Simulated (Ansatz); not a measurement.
Al$_{2}$O$_{3}$ (corundum)

```
Al2O3
1.0
    2.38690     1.37808     4.33817
   -2.38690     1.37808     4.33817
    0.00000    -2.75615     4.33817
Al O
4 6
Direct
  0.85208   0.85208   0.85208
  0.64792   0.64792   0.64792
  0.14792   0.14792   0.14792
  0.35208   0.35208   0.35208
  0.05585   0.44415   0.75000
  0.75000   0.05585   0.44415
  0.44415   0.75000   0.05585
  0.94415   0.55585   0.25000
  0.25000   0.94415   0.55585
  0.55585   0.25000   0.94415
```

E(V) scan at fixed shape, V₀ the volume above. The atoms relax within the cell's symmetry.

Level of theory: PBEsol (plane waves to 420 eV, PAW, scalar-relativistic; Ansatz, an electronic-structure program). k mesh 9×9×9 (Γ-centred), Fermi-Dirac smearing 0.05 eV. Energies are smeared free energies. With the shape held, the modulus is that of even scaling; a crystal free to change shape is softer. Al2O3 was relaxed with its symmetry unable to fall. ΔE is measured from the relaxed starting cell.

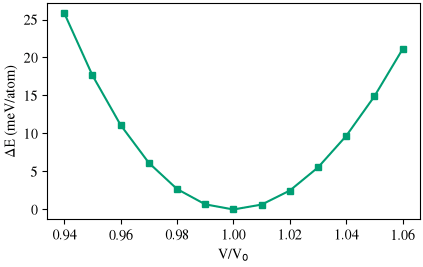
Fig. 1. ΔE (meV/atom) against V/V₀; computed points joined by lines.

Q: What is ΔE at V/V₀ = 0.940?

A: About 26 meV/atom.

Q: What is ΔE at V/V₀ = 1.060?

A: About 21 meV/atom.

Q: What bulk modulus at fixed cell shape B₀ follows from a third-order Birch-Murnaghan fit?

A: About 240 GPa.

(A scan under strain: stresses follow from slopes of the energy per volume, elastic moduli from its curvatures.)
